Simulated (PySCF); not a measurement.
# CH4 (SMILES C): what the fields show

```yaml
atoms:
  - { symbol: C, position_ang: [0.0035, 0.0012, -0.0069] }
  - { symbol: H, position_ang: [-0.7109, -0.2750, -0.7937] }
  - { symbol: H, position_ang: [0.1362, 1.0912, 0.0009] }
  - { symbol: H, position_ang: [-0.3803, -0.3277, 0.9680] }
  - { symbol: H, position_ang: [0.9692, -0.4836, -0.2025] }
```

Geometry: PBE0-D3(BJ)/ma-def2-SVP.

Method: DFT single point, gas phase, functional M06-2X (PySCF 2.14.0, density-fitted response routines).

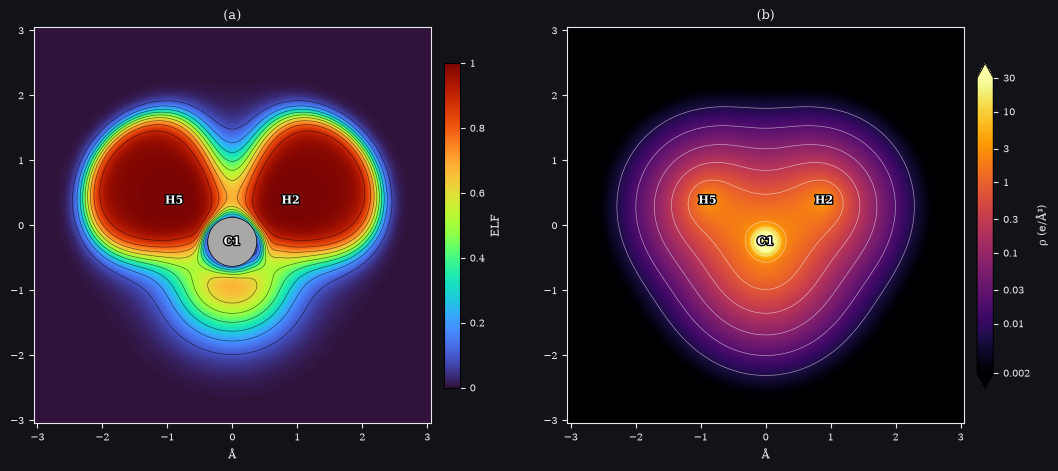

Figure 1. (a) ELF; (b) electron density on the plane of atoms H2, C1 and H5. Grey discs cover the atomic cores in the ELF map.

**What does the map show?**

- Atoms in the plane: C and H.
- C–H (1.10 Å): ρ at the midpoint is about 1.9 e/Å³; the ELF climbs to about 1 towards the hydrogen, as it does in any bond to H (an ordinary covalent bond to hydrogen).

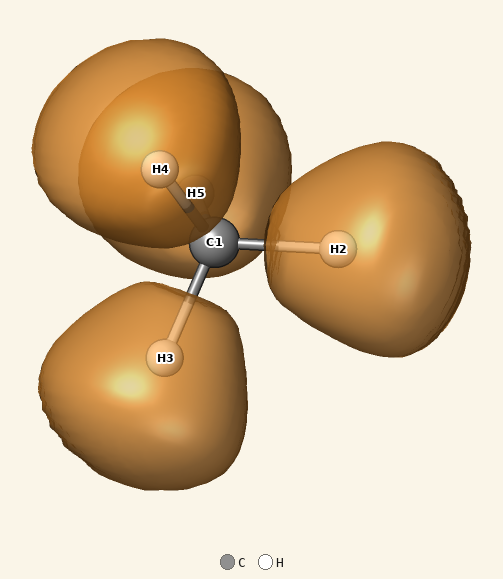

Figure 2. Isosurface of the ELF at 0.8 (orange), seen at a tilt. Core shells and regions of very low density are left out.

**Where are the electrons localised?**

The surface consists of four regions around hydrogen nuclei.

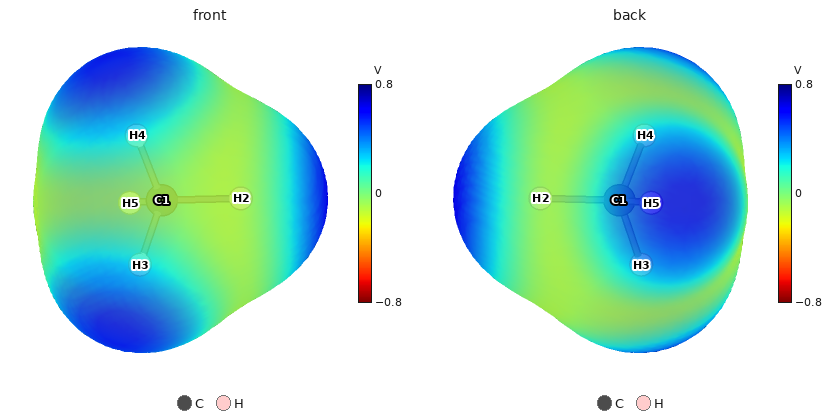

Figure 3. The molecular electrostatic potential painted on the density surface at 0.002 e/bohr³, seen from the front and from behind; the colour scale runs from red (negative) to blue (positive).

**Describe the electrostatic potential map.**

The most negative region (about −0.1 V) lies over C1, the most positive (about +0.6 V) over H2, H3, H4 and H5.
